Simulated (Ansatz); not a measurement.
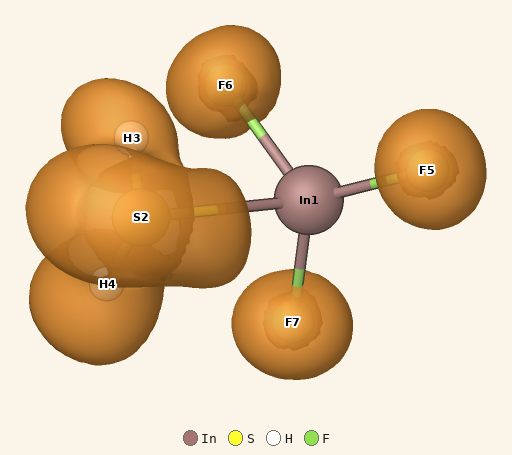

F3H2InS (In(H2S)F3). Isosurface of the electron localisation function at 0.75 (orange), seen at a tilt. Core shells and regions of very low density are left out.

Geometry: PBE-D4/def2-SVP; core potentials replace the inner electrons of In.

Method: RKS PBE0-D4/def2-TZVP (Ansatz 0.2.0).

```xyz
7

In    0.3231   -0.2320   -0.9789
S     0.2442    0.0409    1.7397
H    -0.2639    1.1809    1.1306
H    -0.9709   -0.5815    1.7018
F     2.1584   -0.4148   -1.6542
F    -0.4244    1.6232   -0.7612
F    -1.0665   -1.6168   -1.1776
```

Describe the localisation domains.

At this value the surface marks out three regions wrapped around F (the valence shell of each) and one joined region spread over several atoms (H, S), in which their bonds and any lone pairs are merged.

Values along the shortest contacts:
In–F (1.96 Å): the ELF is about 0.15 at the midpoint. In–S (2.73 Å): the ELF peaks at about 0.90 in the valence shell of S, 0.9 Å from its nucleus, and drops to about 0.15 between the two atoms.
